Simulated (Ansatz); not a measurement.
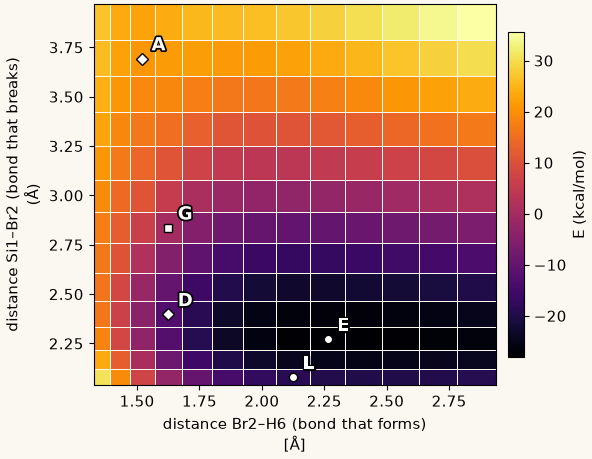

The reacting system BrFH₄OSi (fragments BrH₃OSi + FH where the first distance is long, H₂OSi + BrH + FH where the second is long). 
- The first coordinate is: distance Br2–H6 (bond that forms); the second: distance Si1–Br2 (bond that breaks).
- Relaxed at each point: all other coordinates.
- The scan uses a 13 × 13 grid.
- Points are written as (first, second).
- Energies: kcal/mol, counted from a guessed transition structure relaxed with its forming and breaking bonds held.
- The reference is spin-restricted, so regions where a bond is pulled apart into radicals lie too high.
- All numbers below come from Ansatz, RKS PBE-D4/def2-SVP.

The picture shows one coloured cell a grid point, lettered points.

> Is A the lowest point of the computed grid?

No. A lies 49.0 kcal/mol above the lowest grid point, which is at (2.263 Å, 2.271 Å).

> What kind of point is each of D, E, G: minimum, saddle, maximum or slope?

D: on a slope; E: minimum; G: on a slope. (In these two coordinates alone; a stationary point may lie a little off the grid point.)

> Rank the lettered points by energy, lowest first.

E (−28.0 kcal/mol), L (−19.0 kcal/mol), D (−12.6 kcal/mol), G (−0.034 kcal/mol), A (21.0 kcal/mol).
